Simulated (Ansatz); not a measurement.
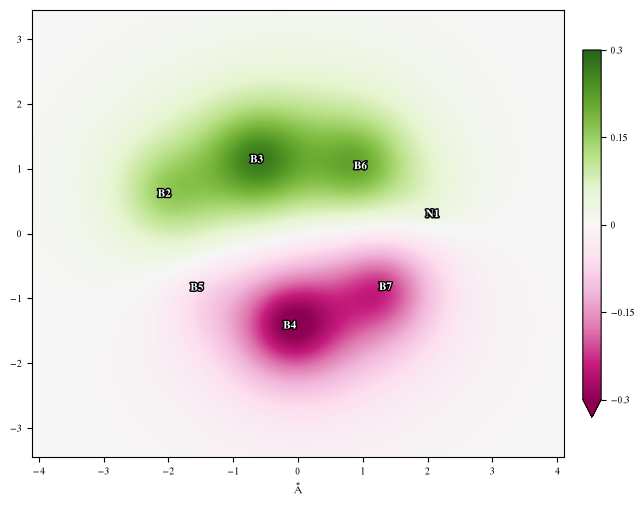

Figure. B6N (doublet). One frontier orbital on a plane 0.8 Å above the molecular plane (values in Å⁻³ᐟ²; the overall sign is arbitrary).

Geometry: B3LYP-D4/def2-SVP.

Computed with UKS PBE0-D4/def2-TZVP (Ansatz).

```yaml
atoms:
  - { symbol: N, position_ang: [-1.9347, 0.8002, 0.1506] }
  - { symbol: B, position_ang: [2.1488, 0.0800, -0.0888] }
  - { symbol: B, position_ang: [0.9033, 0.9423, 0.0363] }
  - { symbol: B, position_ang: [-0.2333, -1.4057, -0.1035] }
  - { symbol: B, position_ang: [1.2991, -1.1922, -0.1541] }
  - { symbol: B, position_ang: [-0.6706, 1.2405, 0.1302] }
  - { symbol: B, position_ang: [-1.5126, -0.4651, 0.0294] }
```

Which orbital is it: HOMO (α) or LUMO (α)?

Answer. The HOMO (α), at −5.91 eV. Its weight (Hirshfeld) is mainly on B4 (about 30 %), B3 (about 20 %), B7 (about 20 %), B6 (about 15 %) and B2 (about 10 %); it changes sign across the molecular plane (π type); π-bonding across B2–B3, B3–B6 and B4–B7.
